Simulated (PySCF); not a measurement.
# AlCu: from the state search to spectroscopic constants

Aim: find the lowest electronic state of AlCu, scan its bond at several levels of theory, and get bond length, wavenumber and dissociation energy from each curve.

The runs use PySCF 2.14.0; Al def2-TZVPPD, Cu def2-TZVPPD, no relativity.

**1. The job**

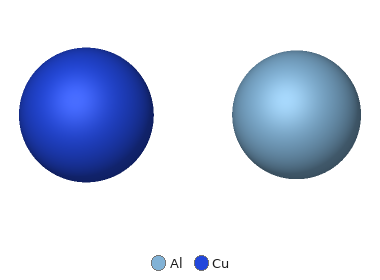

The two atoms at the starting distance (aluminium light blue, copper blue).

Settings of the job:

```json
{
 "atoms": "Al, Cu",
 "charge": "0",
 "basis": "Al def2-TZVPPD, Cu def2-TZVPPD",
 "Hamiltonian": "no relativity",
 "basis functions": "115",
 "electrons treated": "42",
 "masses in u": "26.9815, 62.9296",
 "levels": "PBE0, PBE, r²SCAN, B3LYP, TPSSh, PBEsol, BLYP, M06-L, ωB97M-V, HF, MP2, SCS-MP2, CCSD, CCSD(T)",
 "grid": "80 radial by 434 angular points",
 "occupations": "held fixed by the projection of orbital angular momentum",
 "dissociation limit": "Al + Cu, each in its ground configuration",
 "starting distance in angstrom": "2.330",
 "values of 2S to try": "0, 2, 4"
}
```

On the command line:

```
OMP_NUM_THREADS=2 python dia.py task.json out
```

The runs that follow: PBE0 along the bond; Excited determinants; PBE (GGA); r²SCAN (meta-GGA); B3LYP; TPSSh (hybrid meta-GGA); PBEsol (GGA); BLYP; M06-L (meta-GGA); ωB97M-V (range-separated hybrid); RHF (mean field); MP2 and coupled cluster.

**Question.** What will these runs give? Wanted: for each run, Re; ωe; De; μ.

**Answer**, as computed:

Lowest PBE0 solution found, without spin–orbit coupling: ¹Σ⁺ (singlet), closed shell. State 2 has its PBE0 minimum 0.97 eV higher. State 3 has its PBE0 minimum 1.19 eV higher, as a spin-mixed determinant (⟨S²⟩ = 1.02), so this is no gap between pure states. The other levels ran on the lowest alone.

| level | Re (Å) | ωe (cm⁻¹) | De (eV) | μ (D) |
| --- | --- | --- | --- | --- |
| RHF | 2.629 | 214.3 | 0.490 | 1.43 |
| RHF-MP2 | 2.334 | 299.7 | 2.06 | n/a |
| RHF-SCS-MP2 | 2.372 | 282.7 | 1.95 | n/a |
| RHF-CCSD | 2.432 | 263.3 | 1.76 | n/a |
| RHF-CCSD(T) | 2.388 | 279.6 | 2.04 | n/a |
| PBE | 2.379 | 287.2 | 2.46 | -0.57 |
| PBEsol | 2.352 | 296.8 | 2.63 | -0.55 |
| BLYP | 2.392 | 278.3 | 2.38 | -0.93 |
| r²SCAN | 2.357 | 296.8 | 2.30 | -0.19 |
| M06-L | 2.380 | 291.6 | 2.51 | -0.30 |
| TPSSh | 2.379 | 286.6 | 2.16 | 0.04 |
| B3LYP | 2.408 | 269.7 | 2.08 | -0.55 |
| PBE0 | 2.409 | 272.4 | 2.00 | -0.04 |
| ωB97M-V | 2.406 | 274.9 | 2.17 | -0.07 |

De is counted to Al + Cu in their ground configurations. A positive dipole means Al(−)Cu(+).

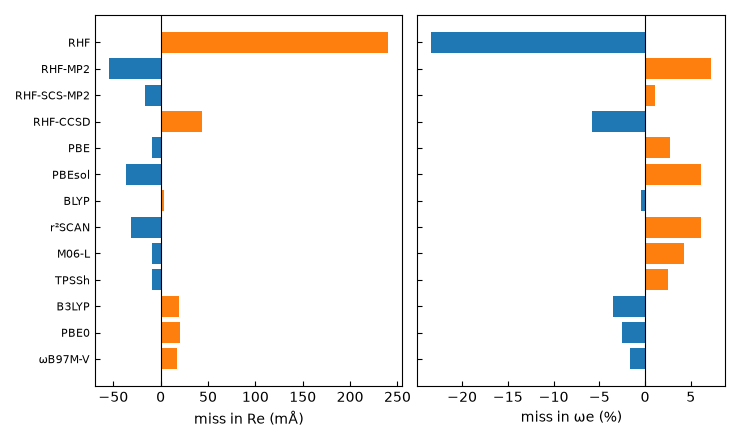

Differences in bond length and wavenumber from CCSD(T) in the same basis.

Judged by CCSD(T) in the same basis: best bond length BLYP (+4 mÅ), worst RHF (+240 mÅ); best wavenumber BLYP (-0.5 %), worst RHF (-23.4 %). Among the levels with a De in the table, it runs from 0.490 eV (RHF) to 2.63 eV (PBEsol).

Correlated steps freeze 10 core orbitals.
